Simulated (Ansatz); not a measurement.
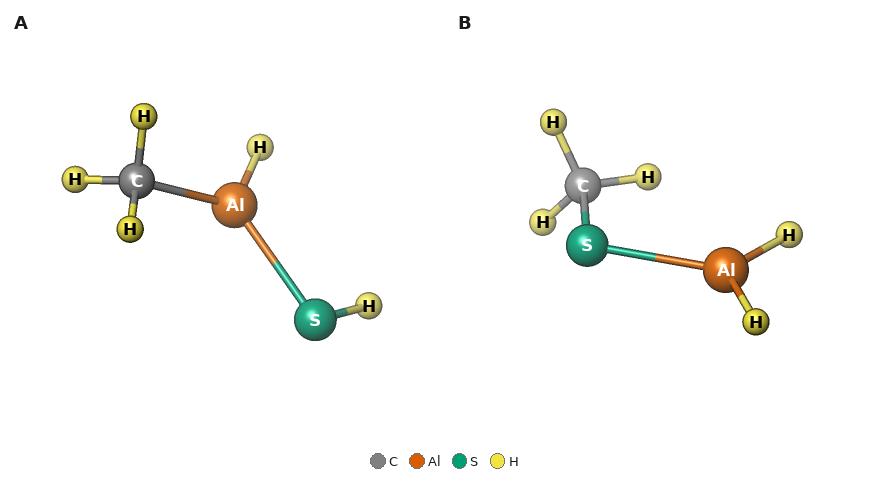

Atoms fade into the background with distance from the viewer. Computed geometry: PBE0-D4/def2-TZVP optimisation. No frequency run is at hand to confirm it as a minimum.

Can A be turned into B by a rotation alone?

No. They are constitutional isomers of CH5AlS: A is [CH3][AlH][SH], B is C[S][AlH2]
